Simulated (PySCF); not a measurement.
CH₃Cl₂Ga, SMILES `C[Ga](Cl)Cl`.

Method: ωB97X/def2-TZVP; geometry: GFN2-xTB; program: PySCF. No frequency check shows the geometry to be a minimum. GFN2-xTB bond lengths at metals and heavier atoms can be off by up to 0.1 Å and shapes distorted, which carries into these values.

Geometry (Å), atoms numbered from 1:

```
C1      -0.0202    2.2866   -0.0002
Ga2     -0.0004    0.2467   -0.0012
Cl3      1.7882   -0.8513    0.0007
Cl4     -1.7751   -0.8741    0.0007
H5      -0.3425    2.6488    0.9785
H6       0.9787    2.6671   -0.2151
H7      -0.7267    2.6469   -0.7501
```

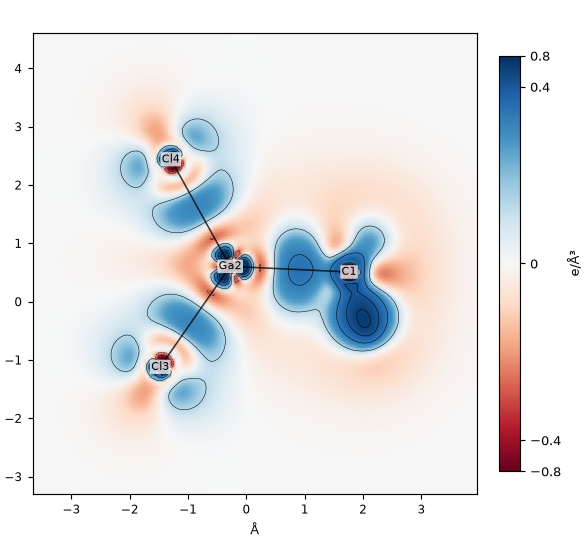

Deformation density (molecule less spherical, spin-averaged free atoms) in the plane of C1, Ga2, Cl3 and Cl4; colour scale in e/Å³, logarithmic beyond ±0.1; blue: gain, red: loss.

**How much density has each bond in this plane gained at its critical point, relative to the free atoms?**

C1–Ga2: +0.19 e/Å³ at the bond critical point (bond length 2.04 Å, Mayer order 1.0). Ga2–Cl3: +0.09 e/Å³ at the bond critical point (bond length 2.10 Å, Mayer order 1.2). Ga2–Cl4: +0.09 e/Å³ at the bond critical point (bond length 2.10 Å, Mayer order 1.2). In all, 1.6 electrons gather in the regions of gain relative to the promolecule. A small or negative value marks a very polar bond, one between electron-rich atoms, whose free-atom densities already overlap strongly, a long bond to a heavier atom, or a closed-shell contact such as a hydrogen bond.

**Where do the Hirshfeld charges lie?**

The highest Hirshfeld charge is on Ga2 (+0.50 e), the lowest on C1 (−0.24 e).

| atom | charge (e) |
| --- | --- |
| C1 | −0.24 |
| Ga2 | +0.50 |
| Cl3 | −0.20 |
| Cl4 | −0.20 |
| H5 | +0.05 |
| H6 | +0.04 |
| H7 | +0.05 |

The PySCF run took 21 s on 1 thread of Intel(R) Xeon(R) Platinum 8375C CPU @ 2.90GHz (Ice Lake), with other jobs on the host, peak memory 0.69 GiB.
